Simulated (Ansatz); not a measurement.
Take PbTe in the rock salt structure (space group Fm-3m, No. 225; a = 6.5695 Å) as the base.

Structures relaxed with plane-wave PAW DFT at the PBE level (Ansatz, an electronic-structure program, 420 eV), no spin-orbit coupling.

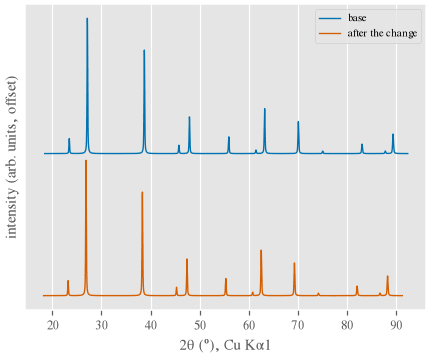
*Simulated powder patterns before (top) and after one change*

### Question
What was done to the base?
A. isotropic strain +3.00 %
B. isotropic strain +2.00 %
C. isotropic strain −3.00 %
D. isotropic strain +1.00 %

### Answer
D, isotropic strain +1.00 %. Its volume per atom is 36.51 Å³ against 35.44 Å³, and its space group is Fm-3m (No. 225).

Stability against distortions was not tested.
